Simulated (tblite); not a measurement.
**C4H12F2Si3: geometry relaxation (part 4 of 4)**

The same run, continued: C4H12F2Si3, SMILES CCC(F)(F)[Si@@H]1C[SiH2][SiH2]1; GFN2-xTB geometry optimisation, gas phase (tblite 0.8.0). It belongs to a series of runs on one base structure; here: H on C replaced by C2H5.

### Trajectory as extended XYZ, continued
```
21
Properties=species:S:1:pos:R:3:forces:R:3 step=113 energy=-796.98271
C     2.6079   -0.6199    0.1608   -0.0100  -0.0060   0.0000
C     2.2399    0.3663   -0.9372   -0.0050  -0.0080   0.0020
C     0.7365    0.4890   -1.1177   -0.0060  -0.0070   0.0010
F     0.4993    1.4336   -2.1006    0.0160   0.0110   0.0050
F     0.2451   -0.6744   -1.6725    0.0060  -0.0130   0.0030
Si   -0.3779    0.9348    0.4161   -0.0070   0.0070  -0.0030
C    -0.8730   -0.7182    1.2803   -0.0080   0.0020  -0.0030
Si   -2.7011   -0.9732    0.6879   -0.0050  -0.0030   0.0020
Si   -2.5962    1.1561   -0.3051    0.0030   0.0040   0.0040
H     2.2026   -1.6026   -0.0686    0.0030  -0.0070   0.0070
H     3.6888   -0.7032    0.2436    0.0000  -0.0010  -0.0140
H     2.2125   -0.2952    1.1212   -0.0050  -0.0020  -0.0080
H     2.6764    0.0468   -1.8874    0.0120   0.0040  -0.0150
H     2.6219    1.3619   -0.7052   -0.0070   0.0160   0.0120
H     0.4923    1.8172    1.2170   -0.0150  -0.0110  -0.0120
H    -0.8148   -0.6285    2.3638    0.0000   0.0020   0.0020
H    -0.2360   -1.5601    1.0186    0.0120   0.0030   0.0090
H    -3.5955   -1.2081    1.8303    0.0000   0.0010   0.0090
H    -2.8202   -2.1677   -0.1545    0.0050   0.0120  -0.0020
H    -2.8745    1.3164   -1.7353    0.0130   0.0030  -0.0030
H    -3.3428    2.2459    0.3439   -0.0040  -0.0090   0.0020
21
Properties=species:S:1:pos:R:3:forces:R:3 step=116 energy=-796.98306
C     2.6073   -0.6223    0.1588    0.0000  -0.0110   0.0050
C     2.2390    0.3669   -0.9360    0.0000  -0.0060   0.0040
C     0.7356    0.4860   -1.1169    0.0090   0.0020  -0.0050
F     0.5019    1.4301   -2.1011   -0.0120  -0.0030  -0.0080
F     0.2462   -0.6800   -1.6685    0.0060   0.0130  -0.0040
Si   -0.3793    0.9372    0.4150   -0.0010  -0.0110   0.0090
C    -0.8723   -0.7159    1.2812   -0.0020  -0.0090   0.0040
Si   -2.6998   -0.9738    0.6867    0.0020   0.0060   0.0110
Si   -2.5972    1.1573   -0.3033    0.0020  -0.0110   0.0060
H     2.1984   -1.6038   -0.0693    0.0000  -0.0060  -0.0020
H     3.6883   -0.7097    0.2368   -0.0040   0.0030  -0.0020
H     2.2147   -0.2968    1.1201    0.0060  -0.0050  -0.0040
H     2.6780    0.0531   -1.8877    0.0020   0.0130   0.0070
H     2.6164    1.3634   -0.6973   -0.0040  -0.0050  -0.0020
H     0.4915    1.8216    1.2122   -0.0100  -0.0080  -0.0060
H    -0.8145   -0.6270    2.3651   -0.0050   0.0120  -0.0090
H    -0.2335   -1.5578    1.0215    0.0040   0.0150   0.0040
H    -3.5950   -1.2070    1.8293    0.0030  -0.0050   0.0010
H    -2.8142   -2.1666   -0.1586    0.0000   0.0110   0.0040
H    -2.8721    1.3183   -1.7331    0.0080   0.0050  -0.0190
H    -3.3481    2.2437    0.3448   -0.0050  -0.0010   0.0070
21
Properties=species:S:1:pos:R:3:forces:R:3 step=120 energy=-796.98336
C     2.6063   -0.6282    0.1568    0.0010   0.0030  -0.0100
C     2.2362    0.3642   -0.9347   -0.0010   0.0130  -0.0050
C     0.7331    0.4862   -1.1138   -0.0100   0.0020  -0.0060
F     0.4997    1.4295   -2.0993   -0.0050  -0.0010   0.0000
F     0.2414   -0.6788   -1.6642   -0.0040  -0.0070  -0.0100
Si   -0.3813    0.9405    0.4177    0.0040   0.0040  -0.0140
C    -0.8717   -0.7102    1.2874    0.0050   0.0060   0.0040
Si   -2.6939   -0.9761    0.6822   -0.0050  -0.0070   0.0010
Si   -2.5983    1.1575   -0.3026   -0.0070   0.0060  -0.0160
H     2.1885   -1.6067   -0.0685    0.0040  -0.0030  -0.0010
H     3.6873   -0.7221    0.2242   -0.0020  -0.0030   0.0040
H     2.2250   -0.2999    1.1214   -0.0010  -0.0050   0.0020
H     2.6734    0.0539   -1.8883    0.0030   0.0030   0.0060
H     2.6130    1.3607   -0.6959    0.0090  -0.0070   0.0100
H     0.4894    1.8308    1.2056    0.0040   0.0020   0.0150
H    -0.8234   -0.6142    2.3709   -0.0030   0.0090   0.0010
H    -0.2245   -1.5479    1.0371   -0.0010  -0.0050   0.0040
H    -3.5920   -1.2195    1.8197   -0.0040  -0.0060   0.0070
H    -2.7965   -2.1659   -0.1687    0.0000   0.0090   0.0030
H    -2.8653    1.3233   -1.7348    0.0060   0.0010   0.0090
H    -3.3554    2.2401    0.3473    0.0040  -0.0140  -0.0030
21
Properties=species:S:1:pos:R:3:forces:R:3 step=123 energy=-796.98358
C     2.6045   -0.6307    0.1547   -0.0040   0.0000   0.0030
C     2.2347    0.3633   -0.9355   -0.0010  -0.0070   0.0000
C     0.7314    0.4871   -1.1142    0.0010  -0.0060  -0.0060
F     0.4977    1.4312   -2.0983    0.0000   0.0050  -0.0070
F     0.2388   -0.6772   -1.6657   -0.0020  -0.0040  -0.0050
Si   -0.3815    0.9422    0.4175    0.0000   0.0200   0.0090
C    -0.8725   -0.7052    1.2922    0.0080   0.0030   0.0040
Si   -2.6919   -0.9778    0.6813    0.0040   0.0030   0.0030
Si   -2.5988    1.1566   -0.3033    0.0070  -0.0100  -0.0020
H     2.1832   -1.6087   -0.0678    0.0040   0.0100  -0.0070
H     3.6854   -0.7281    0.2182    0.0020  -0.0030   0.0050
H     2.2282   -0.3012    1.1211   -0.0010  -0.0050  -0.0040
H     2.6721    0.0522   -1.8884   -0.0010   0.0020  -0.0100
H     2.6146    1.3584   -0.6966    0.0020   0.0030   0.0140
H     0.4907    1.8307    1.2073   -0.0020  -0.0010   0.0030
H    -0.8294   -0.6021    2.3755    0.0010   0.0030  -0.0060
H    -0.2208   -1.5413    1.0485   -0.0100  -0.0100   0.0130
H    -3.5939   -1.2282    1.8148    0.0020  -0.0060  -0.0020
H    -2.7831   -2.1637   -0.1755   -0.0050   0.0000   0.0030
H    -2.8579    1.3262   -1.7354   -0.0040   0.0030  -0.0060
H    -3.3604    2.2332    0.3491   -0.0010   0.0000   0.0000
21
Properties=species:S:1:pos:R:3:forces:R:3 step=127 energy=-796.98377
C     2.6020   -0.6343    0.1521    0.0030   0.0000  -0.0040
C     2.2326    0.3627   -0.9357    0.0010   0.0030   0.0010
C     0.7291    0.4872   -1.1145    0.0010   0.0040   0.0070
F     0.4947    1.4306   -2.0996    0.0060  -0.0040   0.0020
F     0.2357   -0.6776   -1.6647   -0.0010   0.0070   0.0050
Si   -0.3810    0.9476    0.4195    0.0040  -0.0150  -0.0090
C    -0.8710   -0.6994    1.2967   -0.0040   0.0020  -0.0010
Si   -2.6868   -0.9797    0.6794    0.0060   0.0040  -0.0060
Si   -2.5979    1.1556   -0.3039   -0.0020   0.0030  -0.0040
H     2.1748   -1.6093   -0.0699   -0.0010  -0.0050  -0.0070
H     3.6827   -0.7382    0.2116   -0.0020   0.0020  -0.0010
H     2.2320   -0.3039    1.1203   -0.0080  -0.0030   0.0010
H     2.6699    0.0550   -1.8900   -0.0010   0.0030  -0.0010
H     2.6134    1.3563   -0.6913   -0.0040   0.0010  -0.0010
H     0.4933    1.8341    1.2081    0.0040   0.0050   0.0040
H    -0.8370   -0.5897    2.3792    0.0080   0.0040   0.0100
H    -0.2175   -1.5371    1.0634   -0.0020   0.0010   0.0090
H    -3.5914   -1.2388    1.8087   -0.0010  -0.0020   0.0010
H    -2.7695   -2.1637   -0.1803   -0.0050  -0.0040  -0.0020
H    -2.8505    1.3311   -1.7367   -0.0050  -0.0030  -0.0040
H    -3.3666    2.2285    0.3470    0.0030  -0.0020   0.0010
21
Properties=species:S:1:pos:R:3:forces:R:3 step=130 energy=-796.98387
C     2.6027   -0.6360    0.1510   -0.0060  -0.0020  -0.0050
C     2.2330    0.3635   -0.9345   -0.0010   0.0040   0.0000
C     0.7297    0.4869   -1.1144    0.0000   0.0020   0.0000
F     0.4960    1.4278   -2.1020    0.0050   0.0030   0.0040
F     0.2365   -0.6786   -1.6629    0.0010  -0.0020   0.0030
Si   -0.3819    0.9480    0.4174    0.0060   0.0000   0.0040
C    -0.8718   -0.6972    1.2972    0.0010  -0.0020   0.0070
Si   -2.6866   -0.9796    0.6794   -0.0080  -0.0040   0.0000
Si   -2.5989    1.1549   -0.3065    0.0020   0.0040  -0.0030
H     2.1756   -1.6105   -0.0735    0.0000  -0.0040  -0.0060
H     3.6833   -0.7396    0.2097    0.0040   0.0010   0.0030
H     2.2325   -0.3080    1.1202   -0.0060  -0.0040  -0.0060
H     2.6713    0.0596   -1.8897    0.0010   0.0020   0.0060
H     2.6118    1.3569   -0.6864    0.0000   0.0030  -0.0040
H     0.4906    1.8359    1.2080   -0.0010  -0.0030  -0.0050
H    -0.8369   -0.5854    2.3797    0.0010   0.0050   0.0040
H    -0.2188   -1.5357    1.0664    0.0050  -0.0020   0.0030
H    -3.5888   -1.2412    1.8107    0.0010   0.0040  -0.0070
H    -2.7712   -2.1644   -0.1798    0.0000   0.0020   0.0010
H    -2.8522    1.3326   -1.7393   -0.0060  -0.0040   0.0040
H    -3.3650    2.2271    0.3488    0.0010  -0.0030  -0.0040
```

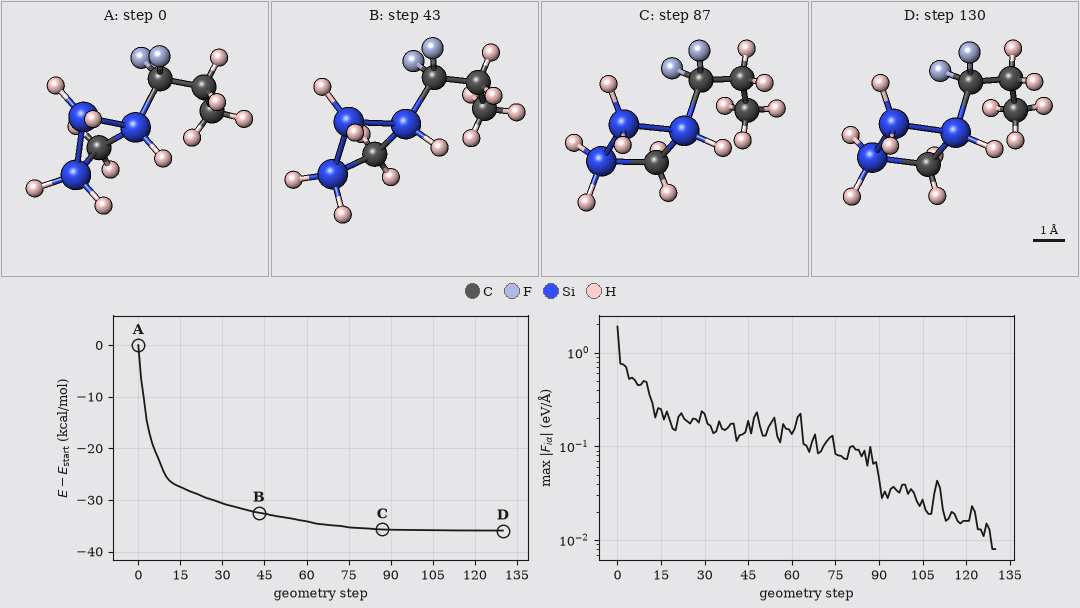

Frames of the relaxation (ball-and-stick view, seen at a tilt) above the curves, on which the letters mark them (steps are counted from 0).

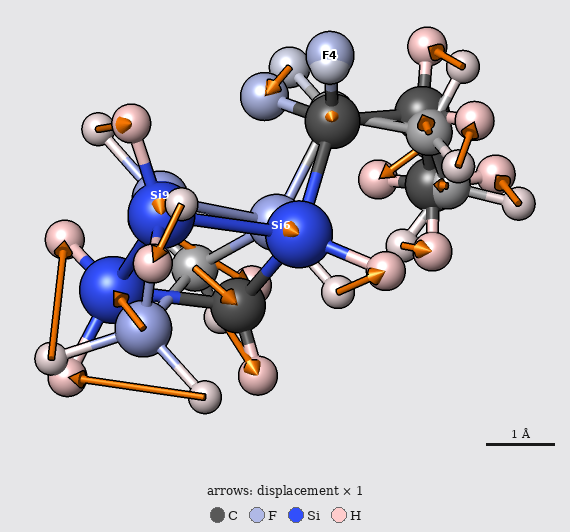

Start (faint) and end (solid) with the displacements as orange arrows, at true length (ball-and-stick view, seen at a tilt). The two geometries are laid on each other by the best rigid fit. The energy falls by 35.9 kcal/mol in 130 geometry steps. The largest force component goes from 1.9 to 0.008 eV/Å. The largest move after the best rigid fit is that of H18, 2.27 Å. By element the largest moves are H 2.27 Å, C 0.97 Å, Si 0.91 Å, F 0.65 Å. Among the contacts that change: Si8–Si9 2.227 → 2.353 Å, Si6–Si9 2.225 → 2.341 Å, Si6–C7 1.838 → 1.929 Å, C3–Si6 1.862 → 1.948 Å. Among the angles that change: Si9–Si6–H15 113.0° → 132.3°, Si6–C7–Si8 86.5° → 102.5°, H20–Si9–H21 117.0° → 104.9°. (Atoms are counted from 1 in the order of the input.)

This output came from the following input.

### Input
```
{"job": {"kind": "relax", "xc": "GFN2-xTB", "basis": "xTB"}, "charge": 0, "multiplicity": 1}
C      2.736700    -0.432100     0.234000
C      2.155700     0.699700    -0.591400
C      0.820600     0.380100    -1.191900
F      0.468900     1.552800    -1.911100
F      0.805400    -0.689500    -2.025400
Si    -0.416500     0.279700     0.195700
C     -1.160200    -1.361800     0.555800
Si    -2.624700    -0.412300     1.274200
Si    -2.432100     0.880000    -0.529200
H      2.978000    -1.250900    -0.473800
H      3.651300    -0.089500     0.739600
H      1.978600    -0.826800     0.944400
H      2.859200     0.884900    -1.423900
H      2.071400     1.647500     0.013700
H     -0.015200     0.982300     1.421900
H     -0.667000    -1.977900     1.346400
H     -1.525400    -1.925200    -0.320700
H     -2.219800     0.295800     2.487400
H     -3.867100    -1.158400     1.387800
H     -2.870200     0.246300    -1.765700
H     -2.736600     2.292300    -0.368300
```

The first line tells a small driver script what to run in tblite; the rest is the geometry in Å.

Launch command:
```bash
OMP_NUM_THREADS=1 python <driver script> task.json out
```

### Results in brief

```csv
quantity,value
outcome,converged
total energy,−796.9839 eV
hardware,"1 CPU thread, shared host"
wall time,2.6 s
peak memory,0.18 GiB
```
